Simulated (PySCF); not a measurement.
Ga(H)2(SMe), CH5GaS, SMILES C[S][GaH2] at its PBE0/def2-SVP optimised geometry (Å):

```
8

Ga    -0.2898    -1.2742     0.0000
H     -1.2375    -2.5151    -0.0010
H      1.2768    -1.2742     0.0000
S     -1.2768     0.6820     0.0000
C      0.1106     1.8677     0.0048
H      0.0467     2.4898     0.9081
H      0.0289     2.5151    -0.8791
H      1.0844     1.3593    -0.0122
```

Calculation: PBE0/def2-TZVP run with PySCF 2.14.0.

Map of the log10 of the electron density (e/bohr³), floored at −4 on the plane z = 0.8 Å:

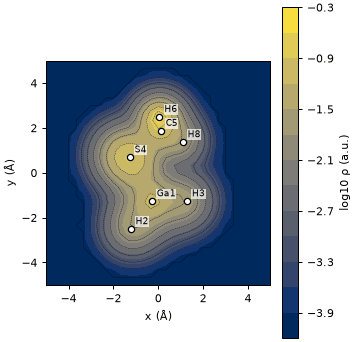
Fig. 1. Log10 of the electron density (e/bohr³), floored at −4 on the plane z = 0.8 Å.
